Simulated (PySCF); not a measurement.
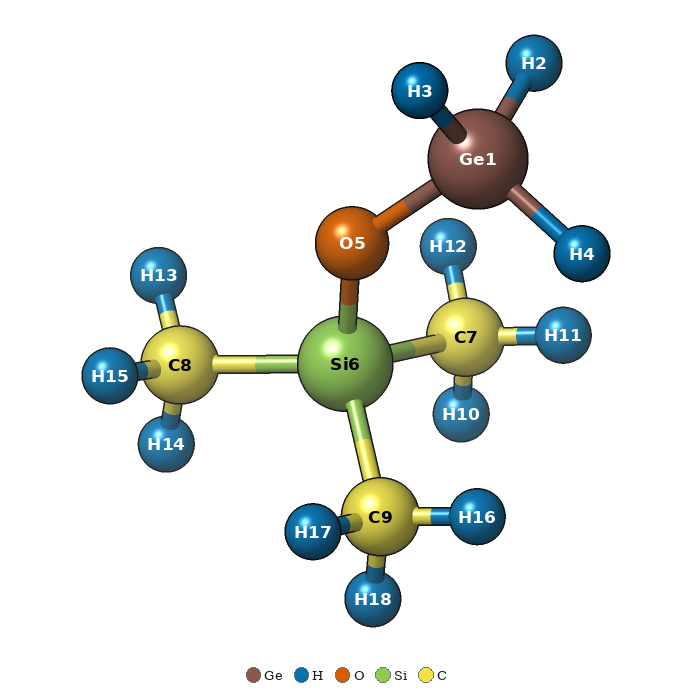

Computed geometry: PBE0-D3(BJ)/def2-SVP optimisation. No frequency run is at hand to confirm it as a minimum. Properties computed with delta-SCF UKS SCAN, pcX-2 on the ionised atom (unc-x2c-TZVPall on a metal), pcseg-1 elsewhere, spin-free X2C (PySCF 2.14.0).

Give the core-electron binding energies (to vacuum; p and d levels without spin–orbit splitting) of O5 1s, Si6 1s, Si6 2p, C7 1s.

```json
{"atom": "O5", "level": "1s", "binding energy (eV)": "536.8"}
{"atom": "Si6", "level": "1s", "binding energy (eV)": "1846.3"}
{"atom": "Si6", "level": "2p", "binding energy (eV)": "106.5"}
{"atom": "C7", "level": "1s", "binding energy (eV)": "289.9"}
```
